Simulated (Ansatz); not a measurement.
Partial pair distribution functions of a relaxed model of amorphous B32N32H4, broadened by 0.06 Å; density 1.95 g/cm³. All values below come from PBE, scalar-relativistic without spin-orbit coupling (plane waves to 420 eV, PAW; Ansatz, an electronic-structure program). The usual formal charges leave 4 electrons over, so the level spacing at the Fermi energy parts defect or band states and needn't be the band gap.

It comes from a melt-quench run on a machine-learned potential (CHGNet), relaxed afterwards by DFT. N atoms were pushed apart under 1.9 Å during the dynamics, to hinder bonds among them. The hot cell started wider than the set density and was brought back towards it in steps. It is the lowest in DFT energy of 2 quenches. It is a model cell: composition and starting density were chosen by hand, and all elements were melted together. No dispersion term was used. Its density started from a set value of 1.95 and ended at 1.95 g/cm³. Cooling (nominally 870 K/ps over its main leg) ran many orders faster than in experiment, which tends to leave more defects and strain. A cell of this size samples the disorder only roughly. The volume was held where the preparation left it, at a PBE pressure of 2.9 GPa. Stress components on the final sampling reach 5.3 GPa.

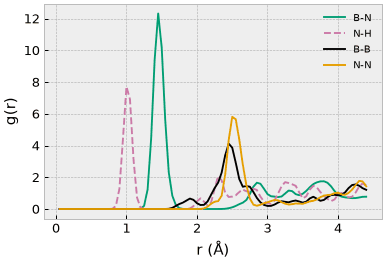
*Partial pair distribution functions*

Highest peaks under 4.5 Å: B-N near 1.45 Å, N-H near 1.00 Å, B-B near 2.45 Å, N-N near 2.50 Å; pairs of few atoms are noisy.

Within 1.80 Å each B has 2.97 N neighbours on average.
